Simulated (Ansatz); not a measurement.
# C2H4OSi: what the fields show

The calculation's input:

```
crystal:
  periodic: [false, false, false]
  atoms:
    - {symbol: C, position_ang: [-0.660030, 0.775696, -0.483416]}
    - {symbol: C, position_ang: [0.231507, 0.827970, 0.520582]}
    - {symbol: Si, position_ang: [0.438377, -0.950254, 0.144236]}
    - {symbol: O, position_ang: [-0.745066, -0.496278, -1.010292]}
    - {symbol: H, position_ang: [-1.300842, 1.528724, -0.935940]}
    - {symbol: H, position_ang: [0.517395, 1.671814, 1.124048]}
    - {symbol: H, position_ang: [1.681928, -1.437625, -0.499978]}
    - {symbol: H, position_ang: [-0.071069, -1.977148, 1.084958]}
basis:
  gaussian: {orbitals: def2-TZVPP}
hamiltonian: {xc: pbe0, dispersion: d4}
output: {orbitals: {seedname: orbitals}}
```

Command:

```sh
ansatz run in.yaml --threads 2 --pin off --events-out ev --progress --plain --max-ram 4352MiB
```

Geometry: PBE0-D4/def2-TZVP.

Computed with Ansatz, RKS PBE0-D4/def2-TZVPP.

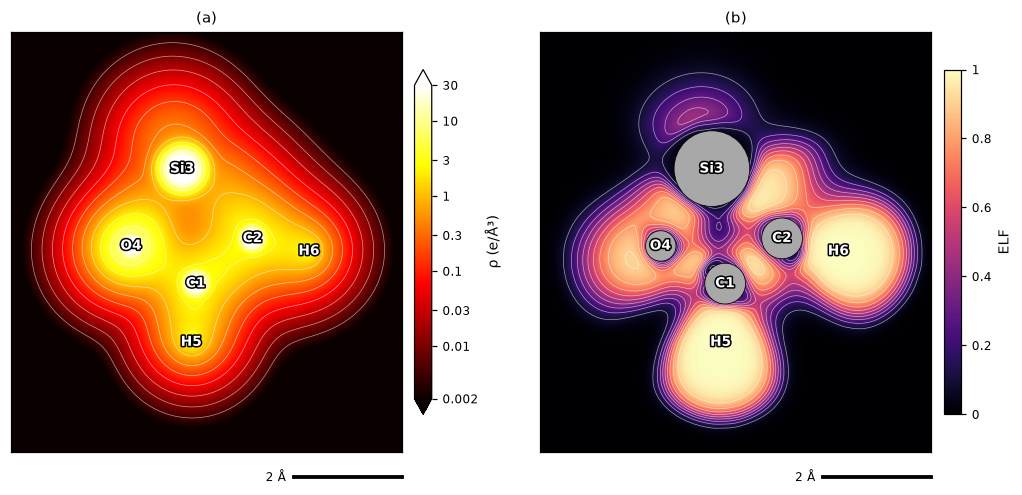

Figure 1. (a) electron density; (b) ELF on the plane of atoms C1, C2 and H6. Grey discs cover the atomic cores in the ELF map.

### Describe what can be read from this map.

The plane passes through C, Si, O and H nuclei. C–C (1.34 Å): ρ at the midpoint is about 2.3 e/Å³; the ELF peaks at about 0.95 between the atoms (a short, multiple covalent bond). C–O (1.38 Å): ρ is about 2.2 e/Å³ halfway, with its minimum of 1.9 e/Å³ about 0.5 Å from C; the ELF peaks at about 0.85 between the atoms; a polar covalent bond. Si–O (1.71 Å): ρ at the midpoint is about 1.1 e/Å³; the ELF peaks at about 0.85 between the atoms: a polar covalent bond. C–Si (1.83 Å): ρ is about 0.96 e/Å³ halfway; the ELF peaks at about 0.90 between the atoms; localised, covalent bonding. C–H (1.08 Å): ρ at the midpoint is about 2 e/Å³; the ELF climbs to about 1 towards the hydrogen, as it does in any bond to H (a covalent bond by its length). The ELF also peaks beside O4, away from the bonds: lone-pair regions.

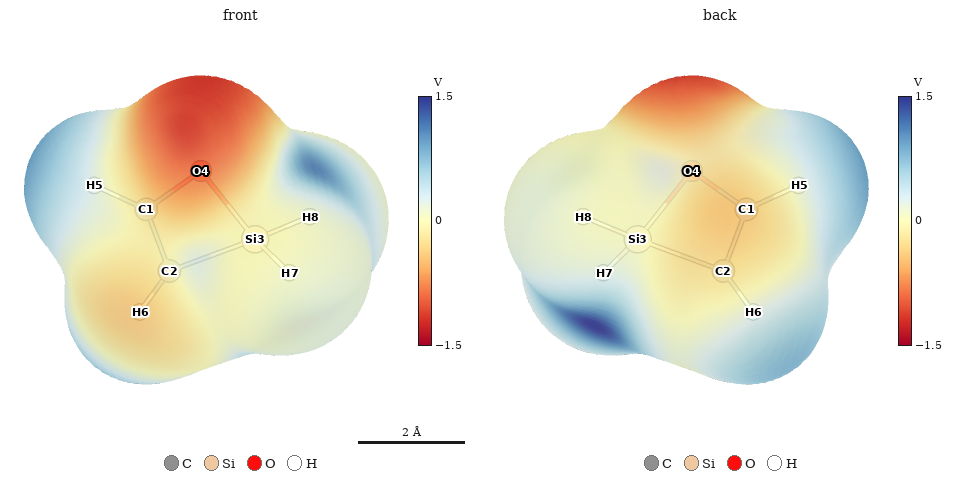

Figure 2. The electrostatic potential painted on the density surface at 0.001 e/bohr³, seen from the front and from behind; red is negative and blue positive.

### Where is the surface potential most negative and most positive?

The most negative region (about −1.2 V, or −28 kcal/mol for a unit charge) lies over O4, the most positive (about +1.4 V, or +32 kcal/mol for a unit charge) over Si3. O4 is the likeliest acceptor of a hydrogen bond.

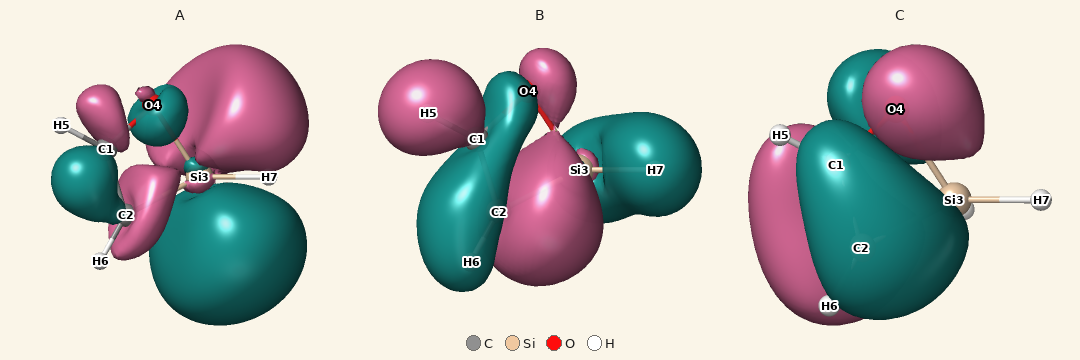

Figure 3. Three frontier orbitals at ±0.08 Å⁻³ᐟ² (teal and pink are the two phases), in no order.

### Order the three orbitals by energy and name them.

B is the HOMO−1 (−8.96 eV). It lies mainly on C2 (about 35 %), Si3 (about 25 %), C1 (about 10 %) and H5 (about 5 %). C is the HOMO (−7.03 eV). It lies mainly on C2 (about 40 %), O4 (about 30 %) and C1 (about 20 %). A is the LUMO (−0.26 eV). Its weight (Hirshfeld) is mainly on Si3 (about 65 %), H8 (about 10 %), H7 (about 10 %), O4 (about 5 %) and C2 (about 5 %).

### What is the HOMO–LUMO gap?

6.77 eV between the orbital energies.
